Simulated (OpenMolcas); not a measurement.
## Multiconfigurational calculation, with input and output: Ni²⁺ complex

Ni²⁺ with 6 ligands (F; octahedron, 2.005 Å), embedded in LiF by model potentials and point charges, whose field is part of the energies. Computed at this level: state-averaged CASSCF, active space 8 electrons in the shell 3d, basis ANO-RCC-VTZP on the metal and ANO-RCC-VDZP on the ligands, DKH2 scalar Hamiltonian, spin-orbit coupling by RASSI with atomic mean-field integrals (OpenMolcas).

**Results in brief**

| quantity | value |
| --- | --- |
| outcome | converged |
| energy of the lowest spin-free term | −2119.32829 hartree |
| energy of the lowest spin-orbit level | −2119.32885 hartree |
| largest spread among components of a term | 0.0 cm⁻¹ |
| hardware | 1 thread of Arm Neoverse V2, 24 GiB of memory available, shared host |
| wall time | 15 s |
| peak memory | 0.2 GiB |

**Notes**

Without dynamic correlation the splittings between terms come out too large, often by 20 to 50 %. Limits: the geometry is set by hand, with no relaxation.

**The input**
```
&GATEWAY
Basis set
Ni.ANO-RCC-VTZP.
Ni1 0.0 0.0 0.0 Angstrom
End of basis
Basis set
F.ANO-RCC-VDZP.
L1 2.005000 0.000000 0.000000 Angstrom
L2 0.000000 2.005000 0.000000 Angstrom
L3 0.000000 0.000000 2.005000 Angstrom
End of basis
Basis set
Li.EMB-AIMP.Seijo.0s.0s.ECP.LiF.
PseudoCharge
* 67 symmetry-unique lattice sites within 7.6 angstrom
End of basis
Basis set
F.EMB-AIMP.Seijo.0s.0s.ECP.LiF.
PseudoCharge
* 55 symmetry-unique lattice sites within 7.6 angstrom
End of basis
Symmetry
XYZ
AngMom=0.0 0.0 0.0
AMFI
RICD
XField
973 Angstrom 0
* Evjen-weighted lattice charges
&SEWARD
&RASSCF
FileOrb=start.orb
Symmetry=1
Spin=3
nActEl=8 0 0
Inactive=18 21
Ras2=5 0
CIRoot=10 10 1
SDav=10
CIMx=300
Iter=150 100
PrWF=0.3
OrbListing=Nothing
MaxOrb=0
LevShft=1.0
>>> COPY $Project.JobIph JOB001
&RASSCF
FileOrb=start.orb
Symmetry=1
Spin=1
nActEl=8 0 0
Inactive=18 21
Ras2=5 0
CIRoot=15 15 1
SDav=15
CIMx=300
Iter=150 100
PrWF=0.3
OrbListing=Nothing
MaxOrb=0
LevShft=1.0
>>> COPY $Project.JobIph JOB002
&RASSI
NrOfJobIphs=2 10 15
1 2 3 4 5 6 7 8 9 10
1 2 3 4 5 6 7 8 9 10 11 12 13 14 15
IphNames
JOB001
JOB002
EJob
SpinOrbit
DIPRint=1.0
SOCoupling=1000.0
Subsets=2
Property=9
'ANGMOM' 1 'ANGMOM' 2 'ANGMOM' 3 'MLTPL  1' 1 'MLTPL  1' 2 'MLTPL  1' 3
'AMFI' 1 'AMFI' 2 'AMFI' 3
SOProperty=3
'ANGMOM' 1 'ANGMOM' 2 'ANGMOM' 3
```

The file start.orb holds starting orbitals from an earlier step. A driver script formed the levels outside the program, from RASSI's spin-orbit matrix and the active-space energies, averaged over the components of each term or state.

Launched with:
```bash
OMP_NUM_THREADS=1 MOLCAS_MEM=2457 MOLCAS_PROJECT=a pymolcas a.inp > a.log  # once for each step of the input, in one work folder
```

**Output (extracts)**
```
--- SEWARD ---
Basis set label: NI.ANO-RCC...6S5P3D2F1G.

      Electronic valence basis set:
      ------------------
      Associated Effective Charge  28.000000 au
      Associated Actual Charge     28.000000 au
      Nuclear Model: Point charge

      Shell  nPrim  nBasis  Cartesian Spherical Contaminant
         s      21       6        X
         p      15       5        X
         d      10       3                 X
         f       6       2                 X
         g       4       1                 X
                  Relativistic Douglas-Kroll-Hess integrals:
                    - DKH order of Hamiltonian: 2
                    - DKH order of Properties : 0
                  Atomic mean-field integrals
--- RASSCF ---
Wave function specifications:
      -----------------------------

      Number of closed shell electrons          78
      Number of electrons in active shells       8
      Max number of holes in RAS1 space          0
      Max nr of electrons in RAS3 space          0
      Number of inactive orbitals               39
      Number of active orbitals                  5
      Number of secondary orbitals              99
      Spin quantum number                      1.0
      State symmetry                             1
Orbital specifications:
      -----------------------

      Symmetry species                           1   2
                                                ag  au
      Frozen orbitals                            0   0
      Inactive orbitals                         18  21
      Active orbitals                            5   0
      RAS1 orbitals                              0   0
      RAS2 orbitals                              5   0
      RAS3 orbitals                              0   0
      Secondary orbitals                        49  50
      Deleted orbitals                           0   0
      Number of basis functions                 72  71
      Number of CSFs                            10
      Number of root(s) required                10
      Iter CI   SX   CI       RASSCF       Energy    max ROT     max BLB   max BLB  Level Ln srch  Step   QN
          iter iter root      energy       change     param      element    value   shift minimum  type update
 Nr of preliminary CI iterations:   1
      Total energies have been shifted. Add                -2000.00 au
        1   1   13    0  -118.61776956    0.00E+00  -5.82E-02    8  45 2 -3.09E-01*  1.29   0.00    SX    NO
        2   1   14    0  -119.17242279   -5.55E-01* -4.41E-02    9  22 2  1.22E-01*  0.95   0.00    SX    NO
        3   1   12    0  -119.24204717   -6.96E-02* -1.84E-02   21  24 2  6.12E-02*  0.91   0.00    SX    NO
        4   1   12    0  -119.25444880   -1.24E-02*  8.63E-03   21  24 2  3.39E-02*  0.86   0.00    SX    NO
        5   1   11    0  -119.25789551   -3.45E-03*  7.23E-03   21  24 2  2.07E-02*  0.87   1.87    LS   YES
        6   1   11    0  -119.25885244   -9.57E-04* -5.22E-03    6  34 2 -2.60E-02*  0.87   1.04    QN   YES
        7   1   11    0  -119.25951363   -6.61E-04* -1.86E-03   21  27 1 -5.80E-03*  0.85   0.89    QN   YES
        8   1   10    0  -119.25961044   -9.68E-05* -1.08E-03    7  56 1 -1.22E-03*  0.85   1.58    LS   YES
        9   1   10    0  -119.25962523   -1.48E-05* -4.34E-04   21  27 1  1.53E-03*  0.86   0.99    QN   YES
       10   1    8    0  -119.25963219   -6.96E-06* -1.54E-04   20  26 1  3.00E-04*  0.86   1.29    QN   YES
       11   1    8    0  -119.25963291   -7.24E-07* -2.30E-04    4  32 2  1.31E-04*  0.86   2.50    LS   YES
       12   1    9    0  -119.25963197    9.35E-07* -1.38E-04   21  27 1 -5.37E-04*  0.86   0.14    LS   YES
       13   1    8    0  -119.25963285   -8.75E-07* -6.68E-05   21  27 1 -2.55E-04*  0.86   1.43    QN   YES
       14   1    7    0  -119.25963300   -1.51E-07* -1.90E-05   21  27 1 -4.75E-05   0.86   1.16    QN   YES
       15   1    6    0  -119.25963301   -1.15E-08*  5.69E-06   21  24 2 -1.11E-05   0.86   1.26    QN   YES
       16   1    5    0  -119.25963301   -1.28E-09  -1.00E-06    4  32 2 -4.94E-06   0.86   1.11    QN   YES
      Convergence after 16 iterations
       17   1    5    0  -119.25963301   -4.73E-11  -1.00E-06    4  32 2 -1.20E-06   0.86   1.11    QN   YES
      Natural orbitals and occupation numbers for root  1
      sym 1:   1.000000   2.000000   2.000000   2.000000   1.000000
      Natural orbitals and occupation numbers for root  2
      sym 1:   1.000002   2.000000   1.000002   1.999998   1.999998
      Natural orbitals and occupation numbers for root  3
      sym 1:   2.000000   1.999887   1.999887   1.000113   1.000113
::    RASSCF root number  1 Total energy:  -2119.32829497
::    RASSCF root number  2 Total energy:  -2119.29299635
::    RASSCF root number  3 Total energy:  -2119.29299635
::    RASSCF root number  4 Total energy:  -2119.29299635
::    RASSCF root number  5 Total energy:  -2119.26744060
::    RASSCF root number  6 Total energy:  -2119.26744060
::    RASSCF root number  7 Total energy:  -2119.26744060
::    RASSCF root number  8 Total energy:  -2119.19557477
::    RASSCF root number  9 Total energy:  -2119.19557477
::    RASSCF root number 10 Total energy:  -2119.19557477
--- RASSCF ---
Wave function specifications:
      -----------------------------

      Number of closed shell electrons          78
      Number of electrons in active shells       8
      Max number of holes in RAS1 space          0
      Max nr of electrons in RAS3 space          0
      Number of inactive orbitals               39
      Number of active orbitals                  5
      Number of secondary orbitals              99
      Spin quantum number                      0.0
      State symmetry                             1
Orbital specifications:
      -----------------------

      Symmetry species                           1   2
                                                ag  au
      Frozen orbitals                            0   0
      Inactive orbitals                         18  21
      Active orbitals                            5   0
      RAS1 orbitals                              0   0
      RAS2 orbitals                              5   0
      RAS3 orbitals                              0   0
      Secondary orbitals                        49  50
      Deleted orbitals                           0   0
      Number of basis functions                 72  71
      Number of CSFs                            15
      Number of root(s) required                15
      Iter CI   SX   CI       RASSCF       Energy    max ROT     max BLB   max BLB  Level Ln srch  Step   QN
          iter iter root      energy       change     param      element    value   shift minimum  type update
 Nr of preliminary CI iterations:   1
      Total energies have been shifted. Add                -2000.00 au
        1   1   10    0  -119.17524707    0.00E+00   1.20E-02   23  29 1 -1.10E-02*  0.87   0.00    SX    NO
        2   1   10    0  -119.17565042   -4.03E-04*  6.29E-03    7  32 2 -5.64E-03*  0.87   0.00    SX    NO
        3   1    9    0  -119.17573294   -8.25E-05* -2.43E-03   20  26 1 -2.75E-03*  0.87   0.00    SX    NO
        4   1    8    0  -119.17575129   -1.84E-05*  1.41E-03    9  34 2 -1.42E-03*  0.87   0.00    SX    NO
        5   1    8    0  -119.17575554   -4.25E-06* -1.05E-03   20  26 1 -7.81E-04*  0.87   1.18    QN   YES
        6   1    7    0  -119.17575680   -1.26E-06*  3.80E-05   20  26 1 -7.15E-05   0.87   1.07    QN   YES
        7   1    6    0  -119.17575680    1.66E-09   8.84E-06   23  29 1  3.44E-05   0.87   0.25    QN   YES
      Convergence after  7 iterations
        8   1    6    0  -119.17575680   -2.88E-09   8.84E-06   23  29 1  1.61E-05   0.87   0.25    QN   YES
      Natural orbitals and occupation numbers for root  1
      sym 1:   1.965299   1.991610   1.060154   1.922783   1.060154
      Natural orbitals and occupation numbers for root  2
      sym 1:   1.954496   1.928184   1.060154   1.997012   1.060154
      Natural orbitals and occupation numbers for root  3
      sym 1:   1.168187   1.847180   1.158384   1.827161   1.999089
::    RASSCF root number  1 Total energy:  -2119.24220727
::    RASSCF root number  2 Total energy:  -2119.24220727
::    RASSCF root number  3 Total energy:  -2119.21153181
::    RASSCF root number  4 Total energy:  -2119.21153181
::    RASSCF root number  5 Total energy:  -2119.21153181
::    RASSCF root number  6 Total energy:  -2119.19216263
::    RASSCF root number  7 Total energy:  -2119.18028986
::    RASSCF root number  8 Total energy:  -2119.18028986
::    RASSCF root number  9 Total energy:  -2119.18028986
::    RASSCF root number 10 Total energy:  -2119.15811663
::    RASSCF root number 11 Total energy:  -2119.15811663
::    RASSCF root number 12 Total energy:  -2119.15492335
::    RASSCF root number 13 Total energy:  -2119.15492335
::    RASSCF root number 14 Total energy:  -2119.15492335
::    RASSCF root number 15 Total energy:  -2119.00330653
--- RASSI ---
SPIN-FREE ENERGIES:
  (Shifted by EMIN (a.u.) =      -2119.3282949741)

 SF State       Relative EMIN(au)   Rel lowest level(eV)    D:o, cm**(-1)

     1             0.0000000000        0.0000000000              0.0000
     2             0.0352986214        0.9605244210           7747.1519
     3             0.0352986214        0.9605244210           7747.1519
     4             0.0352986214        0.9605244210           7747.1519
     5             0.0608543746        1.6559318927          13355.9914
     6             0.0608543746        1.6559318927          13355.9914
     7             0.0608543746        1.6559318927          13355.9914
    11             0.0860877028        2.3425657314          18894.0668
    12             0.0860877028        2.3425657314          18894.0668
    13             0.1167631600        3.1772874461          25626.5515
    14             0.1167631600        3.1772874461          25626.5515
    15             0.1167631600        3.1772874461          25626.5515
    10             0.1327202046        3.6115007511          29128.7180
     8             0.1327202046        3.6115007511          29128.7180
     9             0.1327202046        3.6115007511          29128.7180
    16             0.1361323459        3.7043498450          29877.5964
    17             0.1480051161        4.0274243808          32483.3683
    18             0.1480051161        4.0274243808          32483.3683
    19             0.1480051161        4.0274243808          32483.3683
    20             0.1701783410        4.6307885681          37349.8287
    21             0.1701783410        4.6307885681          37349.8287
    22             0.1733716286        4.7176823501          38050.6743
    23             0.1733716286        4.7176823501          38050.6743
    24             0.1733716286        4.7176823501          38050.6743
    25             0.3249884428        8.8433860414          71326.7187
     Dipole printing threshold changed to   1.00000000E+00
Eigenvalues of complex Hamiltonian:
   -----------------------------------
  (Shifted by EMIN (a.u.) =      -2119.3282949741)

 SO State       Relative EMIN(au)   Rel lowest level(eV)    D:o, cm**(-1)

     1            -0.0005557088        0.0000000000              0.0000
     2            -0.0005557088        0.0000000000              0.0000
     3            -0.0005557088        0.0000000000              0.0000
     4             0.0335423129        0.9278544389           7483.6507
     5             0.0335423129        0.9278544387           7483.6507
     6             0.0341898146        0.9454738581           7625.7609
     7             0.0341898146        0.9454738580           7625.7609
     8             0.0341898146        0.9454738580           7625.7609
     9             0.0360973643        0.9973809292           8044.4197
    10             0.0360973643        0.9973809292           8044.4197
    11             0.0360973643        0.9973809293           8044.4197
    12             0.0367798992        1.0159536505           8194.2188
    13             0.0565286804        1.5533453622          12528.5753
    14             0.0590381868        1.6216325119          13079.3483
    15             0.0590381868        1.6216325119          13079.3483
    16             0.0590381868        1.6216325118          13079.3483
    17             0.0630247805        1.7301132523          13954.3045
    18             0.0630247805        1.7301132524          13954.3045
    19             0.0631599539        1.7337915079          13983.9716
    20             0.0631599539        1.7337915078          13983.9716
    21             0.0631599539        1.7337915080          13983.9716
    22             0.0866528171        2.3730648821          19140.0591
    23             0.0866528171        2.3730648821          19140.0591
    24             0.1156481606        3.1620683737          25503.8014
    25             0.1156481606        3.1620683738          25503.8014
    26             0.1156481606        3.1620683738          25503.8014
    27             0.1315783333        3.5955504551          29000.0702
    28             0.1315783333        3.5955504551          29000.0702
    29             0.1326529752        3.6247929505          29235.9268
    30             0.1326529752        3.6247929506          29235.9268
    31             0.1326529752        3.6247929505          29235.9268
    32             0.1340641423        3.6631927640          29545.6422
    33             0.1340641423        3.6631927640          29545.6422
    34             0.1340641423        3.6631927640          29545.6422
    35             0.1348102726        3.6834960040          29709.3989
    36             0.1366158708        3.7326288334          30105.6819
    37             0.1481048953        4.0452611165          32627.2313
    38             0.1481048953        4.0452611165          32627.2313
    39             0.1481048953        4.0452611165          32627.2313
    40             0.1703410007        4.6503363703          37507.4923
    41             0.1703410007        4.6503363703          37507.4923
Weights of the five most important spin-orbit-free states for each spin-orbit state.

 SO State  Total energy (au)           Spin-free states, spin, and weights
 -------------------------------------------------------------------------------------------------------
    1        -0.000556       1 1.0  0.9863    3 1.0  0.0055    2 1.0  0.0047    4 1.0  0.0028   14 0.0  0.0003
    2        -0.000556       1 1.0  0.9863    3 1.0  0.0057    4 1.0  0.0054    2 1.0  0.0020   13 0.0  0.0003
    3        -0.000556       1 1.0  0.9863    2 1.0  0.0064    4 1.0  0.0049    3 1.0  0.0018   15 0.0  0.0003
    4         0.033542       4 1.0  0.5857    3 1.0  0.3575    2 1.0  0.0280    7 1.0  0.0161    6 1.0  0.0075
    5         0.033542       2 1.0  0.6194    3 1.0  0.2900    4 1.0  0.0618    5 1.0  0.0152    6 1.0  0.0093
    6         0.034190       4 1.0  0.4931    3 1.0  0.4931    5 1.0  0.0068    6 1.0  0.0067   17 0.0  0.0003
    7         0.034190       2 1.0  0.4931    4 1.0  0.4924    7 1.0  0.0067    5 1.0  0.0067    3 1.0  0.0007
    8         0.034190       2 1.0  0.4931    3 1.0  0.4924    7 1.0  0.0068    6 1.0  0.0067    4 1.0  0.0007
    9         0.036097       4 1.0  0.4876    3 1.0  0.4876    1 1.0  0.0130    5 1.0  0.0052    6 1.0  0.0052
   10         0.036097       2 1.0  0.4876    4 1.0  0.4875    1 1.0  0.0130    7 1.0  0.0052    5 1.0  0.0052
   11         0.036097       2 1.0  0.4876    3 1.0  0.4875    1 1.0  0.0130    7 1.0  0.0052    6 1.0  0.0052
   12         0.036780       2 1.0  0.3333    3 1.0  0.3333    4 1.0  0.3333    6 1.0  0.0000    5 1.0  0.0000
```

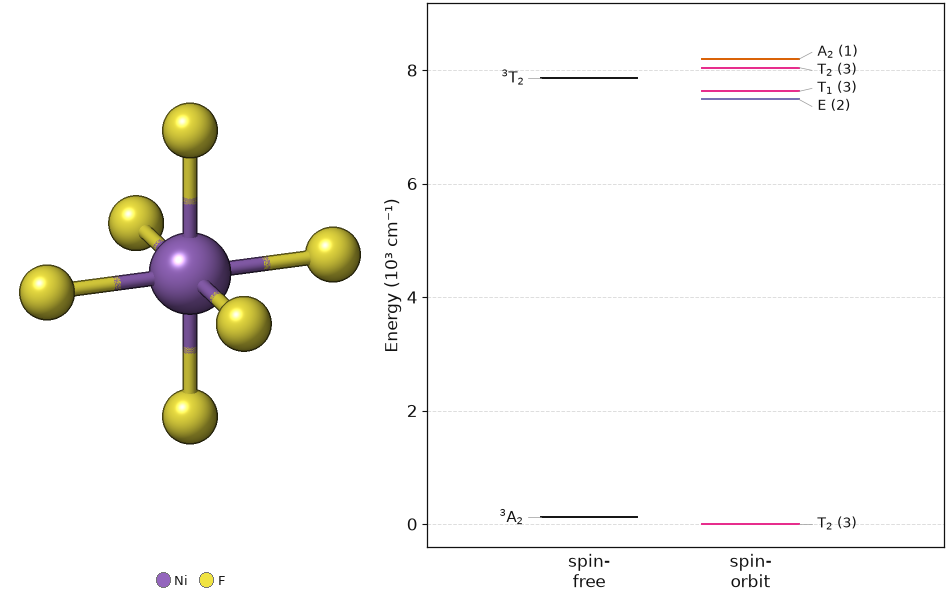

**Figure 1.** Ni²⁺ (3d⁸) as a dopant in LiF, a cluster with its 6 nearest F⁻ at 2.005 Å (octahedron) embedded in model potentials and point charges; the geometry was set, not optimised, and its levels. Labels give the representation in O, Td, D4 or D3 as the site allows (double group for half-integer spin) where it could be assigned and, in brackets, the degeneracy; spin-free states, where drawn, share the zero of the spin-orbit levels. The ground level is T₂, 3-fold degenerate, 100 % from states of spin multiplicity 3. The next level lies at 7,480 cm⁻¹ (E). The lowest spin-free state is ³A₂, from the free-ion F term; of the same spin there follows at 7,750 cm⁻¹ (³T₂) above it. A ligand-field fit to the spin-free states gives |10Dq| = 7,550 cm⁻¹, B = 1,280 and C = 4,700 cm⁻¹ (rms misfit 90 cm⁻¹). The active orbitals hold 95 to 98 % metal character (Löwdin), and the Mulliken charge of the metal is +1.42.
